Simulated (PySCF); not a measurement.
```tsv
atom	x (Å)	y (Å)	z (Å)
C	-2.2400	-0.4497	1.1990
C	-1.6452	0.6148	0.5833
C	-0.4601	0.5944	-0.1410
N	0.0620	1.7429	-0.6980
C	0.3526	-0.6611	-0.3155
N	1.5690	-0.3959	-1.0234
C	2.6619	-0.8150	-0.5837
H	-1.8172	-1.4368	1.1691
H	-3.1621	-0.3313	1.7362
H	-2.1348	1.5793	0.6560
H	-0.5874	2.4937	-0.8703
H	0.7571	1.5812	-1.4118
H	-0.2260	-1.3624	-0.9336
H	0.5261	-1.1446	0.6612
H	2.7763	-1.3953	0.3389
H	3.5601	-0.6053	-1.1464
```

Geometry: GFN2-xTB.

Theory: UKS B3LYP, pcH-1 on C H N, non-relativistic, mean-field spin-orbit, GIAO (PySCF 2.14.0, density-fitted response routines).

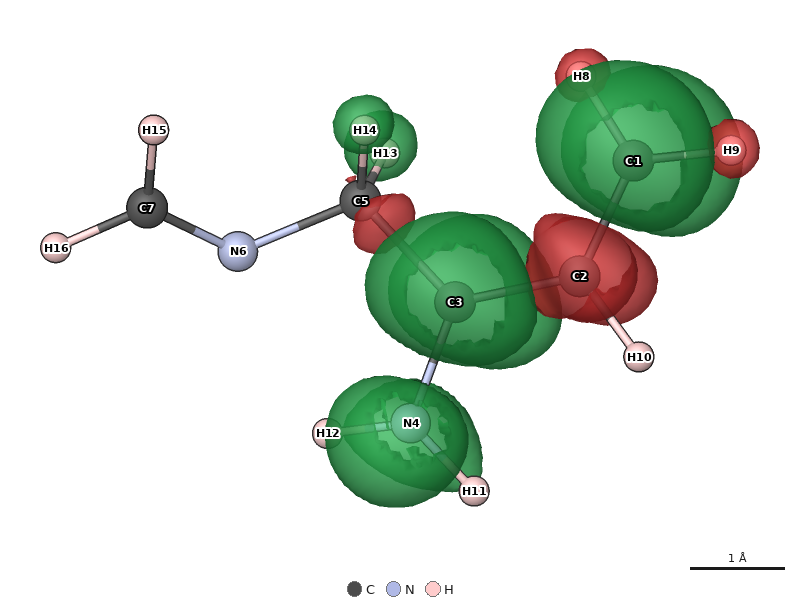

C5H9N2 (doublet). Isosurfaces of the spin density at +0.015 (green) and −0.015 e/Å³ (red), seen across its widest extent.

Question: Describe the spin distribution.

Answer: The unpaired spin (1 electron) lies mostly on C1 (about 0.4), C3 (about 0.3) and N4 (about 0.2), in electrons by Hirshfeld's partition.
